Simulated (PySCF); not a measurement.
Vertical excitations of a molecule C2H7InO from TDA-ωB97X/def2-SVPD in PySCF, as energy in eV (oscillator strength): 5.05 (0.001), 5.43 (0.049), 5.97 (0.003), 6.15 (0.021), 6.71 (0.181), 7.44 (0.001), 7.61 (0.032), 7.81 (0.034), 8.02 (0.005), 8.12 (0.090). Lowest triplet (TDA): 4.81 eV. Geometry optimised at B3LYP-D3(BJ)/def2-SVP. The def2 effective core potentials stand for the cores of In; spin–orbit coupling is left out. Other conformers were not sampled.

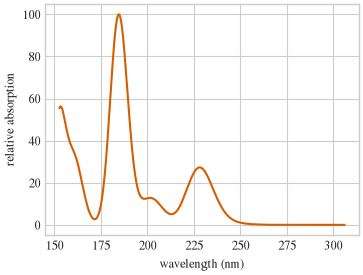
Fig. 1. The lines broadened by 0.4 eV.

**Question.** Pick the molecule that these values belong to.
A) C[CH2][InH][OH]
B) CC[O][InH2]
C) C[O][InH][CH3]
D) [CH3][In]([CH3])[OH]

**Answer.** B, CC[O][InH2]
